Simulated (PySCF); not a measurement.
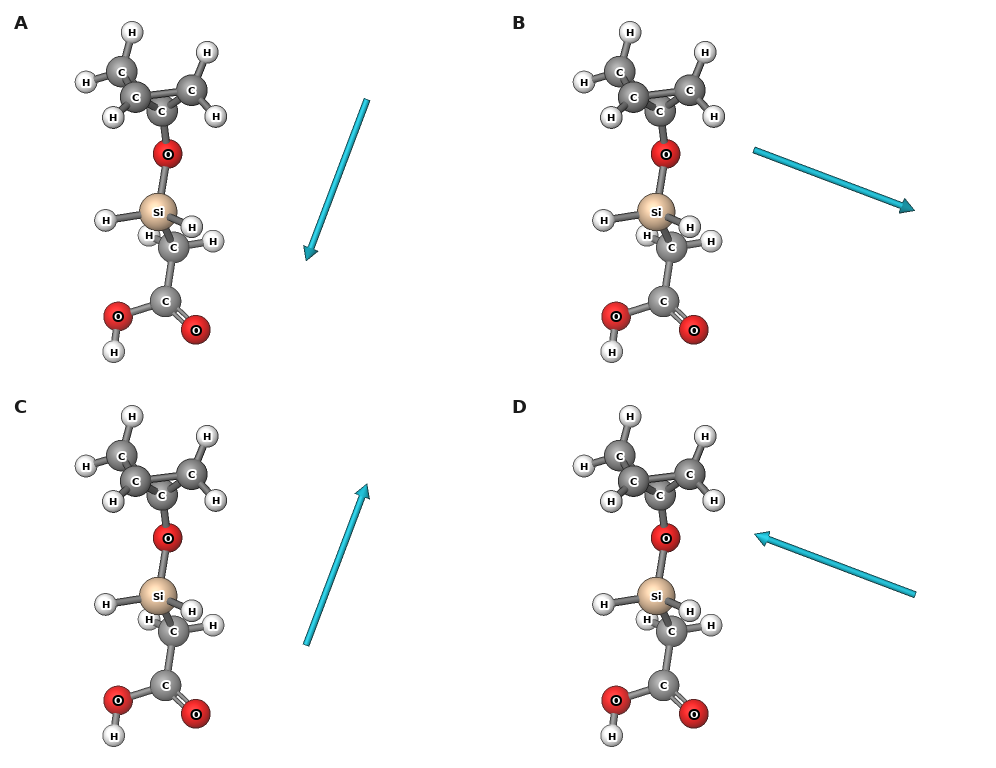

The same molecule four times, each with an arrow. The computed structure is the end point of a GFN2-xTB optimisation. No frequency run is at hand to confirm it as a minimum. Level of theory: PBE0/pcSseg-1, gas phase (PySCF 2.14.0).

Question: Which arrow points along the dipole moment, from the negative to the positive end?

Answer: D. The dipole moment is 1.76 D.

The geometry is semi-empirical. Around Si such bond lengths and angles can be off by a tenth of an ångström or more and by several degrees, and values that hang on the shape move with them.
